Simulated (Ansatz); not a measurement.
## Fields on a plane of IrO2 (rutile)

```
IrO2
1.0
    4.52931     0.00000     0.00000
    0.00000     4.52931     0.00000
    0.00000     0.00000     3.17991
Ir O
2 4
Cartesian
  0.00000   0.00000   0.00000
  2.26466   2.26466   1.58996
  1.39702   1.39702   0.00000
  3.66168   0.86763   1.58996
  0.86763   3.66168   1.58996
  3.13229   3.13229   0.00000
```

The slice is a (-1 2 0) plane (indices of the conventional cell) through the point (0.500, 0.500, 0.500) (fractional), spanned by u = [001] and v = [210] in vectors of this cell: u (3.18 Å) and v (10.13 Å, at 90° to u). It covers one period; positions are fractions (u, v).

Atoms on it: Ir at (0.00, 0.00); O at (0.00, 0.66), 0.2 Å off the plane; O at (0.00, 0.34), 0.2 Å off the plane. Other atoms lie within 1 Å of the plane.

Level of theory: PBE (plane waves to 420 eV, PAW, scalar-relativistic; Ansatz, an electronic-structure program). k mesh 10×10×15. Near the nuclei the fields are pseudised (PAW); where an atom keeps semicore shells as valence, they peak there. IrO2 is run without spin polarisation and with no Hubbard U. IrO2 was relaxed with its symmetry unable to fall. Spin-orbit coupling is left out, though Ir is heavy. The PAW data are Ansatz's earlier set.

```
|xxxx0000110000xx|
|000000xxxxxx0000|
|223333xxxxxx3333|
|778877xxxxxx7788|
|8888775533557788|
|6666440000004466|
|xxxx0000000000xx|
|xxxx0000000000xx|
|xxxx3333223333xx|
|4466887777778866|
|9999999999999999|
|9999999999999999|
|9999999999999999|
|4466887777778866|
|xxxx3333223333xx|
|xxxx0000000000xx|
|xxxx0000000000xx|
|6666440000004466|
|8888775533557788|
|778877xxxxxx7788|
|223333xxxxxx3333|
|000000xxxxxx0000|
|xxxx0000110000xx|
|xxxxxx004400xxxx|
```
Scale: ten equal steps from 4.00 (start of '0') to 12.35 (end of '9'), in the order '0123456789'. Values: electrostatic potential energy of an electron, from the cell's mean, in eV. The map has 8 points along u (two characters each, u = 0 at the left) and 24 along v (v = 0 in the bottom row). Points within 0.8 Å of a nucleus are blanked (x), as the pseudised field means little there. Values under 4 eV are set to 4. The zero, the cell's mean, hangs on the PAW cores.

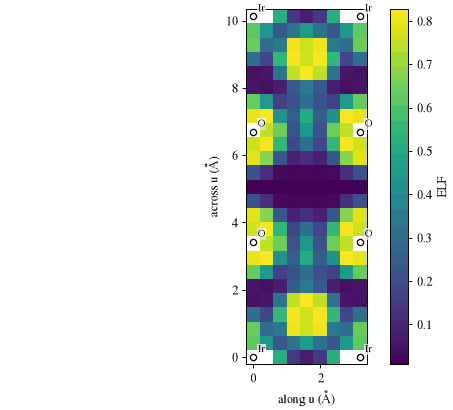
Figure: Electron localisation function (ELF), one period of the plane, atoms marked. Points within 0.4 Å of a nucleus are left white, as the pseudised field means little there.
